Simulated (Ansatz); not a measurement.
Starting cell, Te (trigonal-Te type, space group P3_121):

```xyz
6
Lattice="9.0418 0.0000 0.0000 -2.2604 3.9152 0.0000 0.0000 0.0000 5.9543" Properties=species:S:1:pos:R:3 pbc="T T T"
Te     1.2121     0.0000     1.9848
Te     3.4726     3.9152     1.9848
Te     8.4357     1.0497     3.9695
Te     3.9148     1.0497     3.9695
Te     1.6544     2.8655     0.0000
Te     6.1753     2.8655     0.0000
```

The atoms are displaced by Q × the pattern below (from a DFPT mode at M = (0.5, 0.0, 0.0), largest move 1; Q in Å), at fixed cell. (q is in reciprocal vectors of the primitive cell; the cell shown is doubled to hold the pattern.)

| atom | x | y | z |
|---|---|---|---|
| Te1 | 0.299 | 0.397 | 0.868 |
| Te2 | -0.299 | -0.397 | -0.868 |
| Te3 | -0.011 | -0.006 | 0.814 |
| Te4 | 0.011 | 0.006 | -0.814 |
| Te5 | -0.494 | -0.060 | -0.868 |
| Te6 | 0.494 | 0.060 | 0.868 |

Level of theory: PBE (plane waves to 420 eV, PAW, scalar-relativistic; Ansatz, an electronic-structure program). k mesh 9×9×6 (Γ-centred), Fermi-Dirac smearing 0.05 eV. Energies are smeared free energies. Spin-orbit coupling is left out, though Te is heavy. Te was relaxed with its symmetry unable to fall. ΔE is measured from the undisplaced structure.

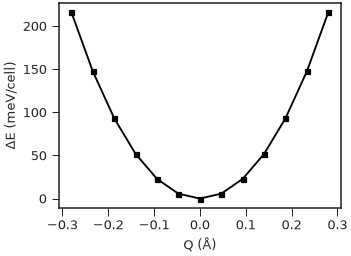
Figure. ΔE (meV/cell) against Q (Å); markers are the computed points, lines only join them.

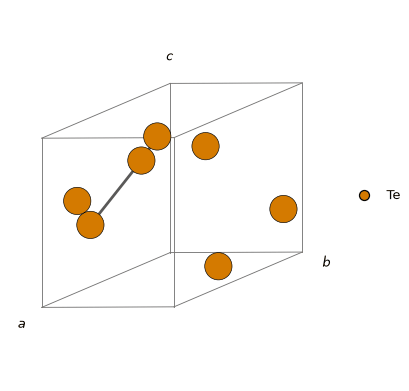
Fig. 1. The cell of the calculation at Q = -0.280 Å.

The energy at Q = 0.280 Å comes out as 215.8 meV/cell. Shape of the curve: a single well with its minimum at or next to zero displacement. Symmetry of the curve: even: the same for both signs. Harmonic wavenumber from the curvature (finite differences): 46 cm⁻¹. Space group of the distorted cell: P2_1 (No. 4), lowered from P3_121.

E″ = 5.19 eV/Å², M = Σ mᵢ|uᵢ|² = 679.4 u, ν̃ = 521.5·√(|E″|/M).

(For displaced atoms, the force is minus the slope of the energy, and its curvature is a force constant, which sets phonon frequencies.)
